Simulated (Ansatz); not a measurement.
Band structure of Be4NiGe (F-43m, 6 atoms in the cell).

```xyz
6
Lattice="0.0000 3.0659 3.0659 3.0659 0.0000 3.0659 3.0659 3.0659 0.0000" Properties=species:S:1:pos:R:3 pbc="T T T"
Be     2.3101     2.3101     2.3101
Be     2.3101     3.8217     3.8217
Be     3.8217     3.8217     2.3101
Be     3.8217     2.3101     3.8217
Ni     4.5989     4.5989     4.5989
Ge     0.0000     0.0000     0.0000
```

Method: LDA (PW92), PAW files made with PBE (plane waves; Ansatz, an electronic-structure program).

Settings: basis.ecutwfc = 30.9 Ry; kpoints.mp_grid.grid = 12 12 12; hamiltonian.xc = lda; hamiltonian.pseudopotentials = {kind: paw} (the program's default PAW files); scf.occupations.method = fermi_dirac; scf.occupations.width = 0.0037 Ry; kpoints.band_path.npoints = 8.

The starting cell comes from a database of computed structures (which also holds hypothetical and non-ambient phases and stackings), without a prior relaxation at this level. Spin polarisation is off.

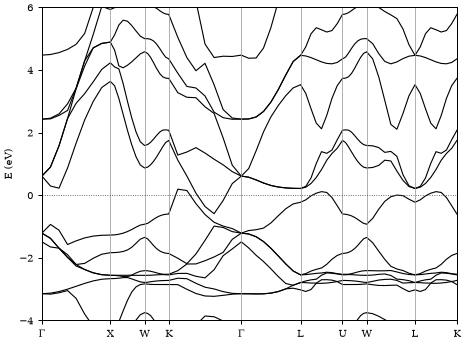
*Bands along the path, energies from the Fermi level.*

Levels in eV from the Fermi level, bands 17 to 24:
| point | 17 | 18 | 19 | 20 | 21 | 22 | 23 | 24 |
|---|---|---|---|---|---|---|---|---|
| Γ | -1.49 | -1.21 | -1.21 | -1.21 | 0.61 | 0.61 | 0.61 | 2.43 |
| X | -2.56 | -2.56 | -1.83 | -1.27 | 3.64 | 4.23 | 4.89 | 4.89 |
| W | -2.56 | -2.41 | -1.35 | -0.92 | 0.87 | 1.59 | 4.58 | 5.00 |
| K | -2.54 | -2.52 | -1.86 | -0.60 | 1.75 | 2.08 | 3.73 | 4.36 |
| L | -2.79 | -2.54 | -2.54 | -0.22 | 0.22 | 0.22 | 3.53 | 4.47 |
| U | -2.54 | -2.52 | -1.86 | -0.60 | 1.75 | 2.08 | 3.73 | 4.36 |

Bands cross the Fermi level along this path, so the cell is metallic at this level.

Keys are those of Ansatz 0.2.
